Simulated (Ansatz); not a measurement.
```xyz
12

C    -0.9877   -0.2923    0.4408
N     0.2941    0.0584   -0.1136
C     1.3507   -0.8231    0.3331
Si    0.7324    1.3328   -1.1930
O    -0.6832    2.1387   -1.4868
H    -1.7780    0.3714    0.0844
H    -0.9778   -0.2335    1.5365
H    -1.2720   -1.3160    0.1665
H     1.4613   -0.7938    1.4243
H     2.3020   -0.5195   -0.1128
H     1.1540   -1.8624    0.0419
H    -1.5187    1.8843   -1.0873
```

Geometry: PBE0-D4/def2-TZVP.

Method: RKS PBE0-D4/def2-TZVPP (Ansatz).

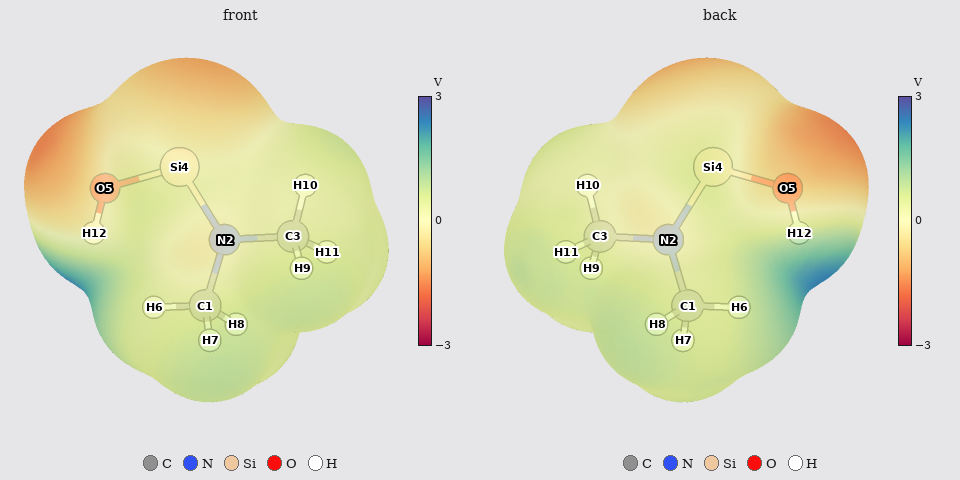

C₂H₇NOSi (SMILES CN(C)[Si]O). The electrostatic potential painted on the density surface at 0.002 e/bohr³, seen from the front and from behind; the colour scale runs from red (negative) to blue (positive).

> Where is the surface potential most negative and most positive?

The most negative region (about −1.5 V) lies over O5, the most positive (about +2.3 V) over H12. O5 is the likeliest acceptor of a hydrogen bond.
